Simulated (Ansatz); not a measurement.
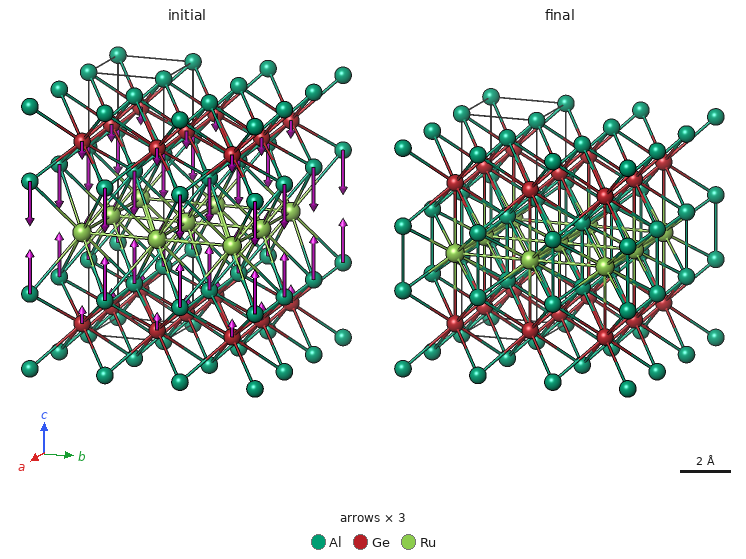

The structure of crystalline Al₃Ge₂Ru (a generated structure, set up in P4/mmm) (coarse preliminary run) before (left) and after (right) a relaxation, at one scale. The purple arrows give the displacements (the part carried along by the change of the cell is left out), magnified 3 times.

The picture is a ball-and-stick view of the cell of the calculation, repeated 3 × 3 × 1 with one cell outlined, seen slightly off an axis.

Theory: DFT PBE, scalar-relativistic, plane waves, PAW in Ansatz. (plane-wave cutoff 420 eV; k-point mesh 6 × 6 × 2; occupations gaussian; smearing width 0.1 eV; no spin polarisation; cell and atoms relaxed; force threshold 0.04 eV/Å; at most 70 steps)

Q: Summarise the run.

A: The largest moves relative to the cell, 0.62 Å, are those of Al atoms. Largest moves by element: Al 0.62 Å, Ge 0.26 Å. Ru stays in place. The drawn cell changes as follows: a = b 3.238 → 3.234 Å (−0.1 %), c 10.823 → 9.104 Å (−15.9 %); the volume changes by −16.1 %. Some distances before and after: Al–Al 4.644 → 2.661 Å, Ge–Ru 3.760 → 2.906 Å, Al–Ru 3.261 → 2.646 Å, Al–Ge 2.703 → 2.777 Å. The space group stays P4/mmm (No. 123). After 8 accepted moves (9 points after the start) the energy has fallen by 666 meV per atom. The largest force component goes from 2.4 to 0.029 eV/Å. The pressure goes from −8.06 to −0.28 GPa. At 1 point the geometry stayed and the basis and grid were re-selected for the new cell (energy shift of 0.5 meV per atom at most each time).
